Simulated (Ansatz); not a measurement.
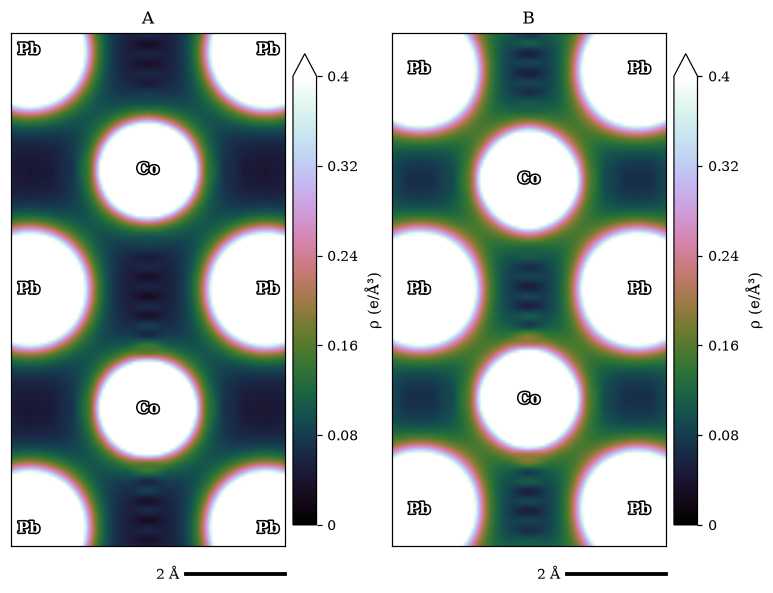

CoPb₃. The valence pseudo-density of two cells that differ in size, on the (100) plane of each (indices in the axes of the calculation cell), at one length scale and on one colour scale; one has 22.5 and the other 28.8 Å³ an atom.

Theory: Ansatz 0.2.0, DFT PBEsol, scalar-relativistic, plane waves, PAW.

The density is the valence pseudo-density of a PAW calculation; it isn't the true density close to the nuclei.

The larger cell:

```xyz
8
Lattice="4.8682 0.0000 0.0000 0.0000 4.8682 0.0000 0.0000 0.0000 9.7365" Properties=species:S:1:pos:R:3 pbc="T T T"
Pb    0.0000    2.4341    2.4341
Pb    2.4341    0.0000    2.4341
Pb    2.4341    2.4341    0.0000
Co    0.0000    0.0000    0.0000
Pb    0.0000    2.4341    7.3023
Pb    2.4341    0.0000    7.3023
Pb    2.4341    2.4341    4.8682
Co    0.0000    0.0000    4.8682
```

The smaller cell: a = 4.481 Å, b = 4.481 Å, c = 8.961 Å, α = 90.00°, β = 90.00°, γ = 90.00°.

Which is the denser cell? Describe the effect of the change.

Panel B is the smaller cell, by 22 % in volume. From the larger cell to the smaller, Co–Pb goes from 3.44 to 3.17 Å, and the density at its midpoint from 0.11 to 0.16 e/Å³; the pressure goes from −6 to 6 GPa; the largest moment (Co) goes from 1.9 to 1.5 μB.
